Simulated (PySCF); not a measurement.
**C6H11BSSi: density, localisation and related maps**

```xyz
20

B    -2.4240    1.4478   -1.1794
C    -1.4419    0.5704   -0.4480
C    -1.1255   -0.9313   -0.6076
C     0.3410   -0.6000   -0.7008
S     1.5260   -1.8206   -0.0066
Si    3.2929   -0.6183    0.0276
C     0.0221    0.6767    0.0799
C    -0.4496    0.1630    1.4427
C    -1.6232   -0.4382    0.6996
H    -2.1307    2.5371   -1.4903
H    -3.4880    1.0264   -1.4261
H    -1.6559   -1.6488   -1.2092
H     0.6510   -0.4024   -1.7269
H     3.4342   -0.0025   -1.2877
H     3.1497    0.4113    1.0525
H     4.3435   -1.5713    0.3296
H     0.6702    1.5428   -0.0016
H     0.2146   -0.5290    1.9623
H    -0.7546    0.9655    2.1110
H    -2.5568   -0.7679    1.1225
```

Geometry: GFN2-xTB.

These are results of PySCF 2.14.0, PBE0/pcSseg-1, SCF density, gas phase, non-relativistic, not measurements.

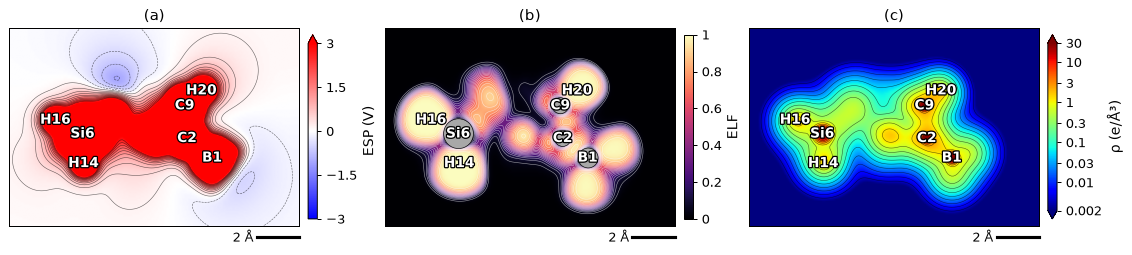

Figure 1. (a) molecular electrostatic potential; (b) electron localisation function; (c) electron density on the plane of atoms B1, C2 and C9. Grey discs cover the atomic cores in the ELF map.

Question: What do the fields say about this system?

Answer:
- The plane passes through B, C, Si and H nuclei.
- C–B (1.51 Å): ρ is about 1.5 e/Å³ halfway; the ELF peaks at about 0.95 between the atoms, as expected for a covalent bond.
- C–H (1.08 Å): ρ is about 2 e/Å³ halfway; the ELF climbs to about 1 towards the hydrogen, as it does in any bond to H; a covalent bond by its length.
- C–C (1.54 Å): the density is about 1.5 e/Å³ at the midpoint; the ELF peaks at about 0.85 between the atoms; a shared electron pair.
- The ELF also peaks beside S5, away from the bonds: lone-pair regions.
- Outside the dense part of the molecule the potential is most negative (−1.0 V) near S5, which lies off the plane.

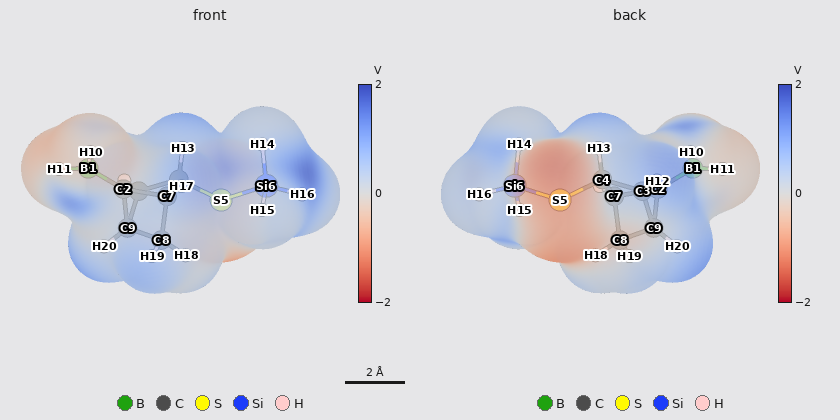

Figure 2. The electrostatic potential painted on the density surface at 0.002 e/bohr³, seen from the front and from behind; red is negative and blue positive.

Question: Describe the electrostatic potential map.

Answer: The most negative region (about −1.0 V) lies over S5, the most positive (about +1.5 V) over Si6.

Question: What dipole moment does the calculation give?

Answer: Its dipole moment is 0.89 D.
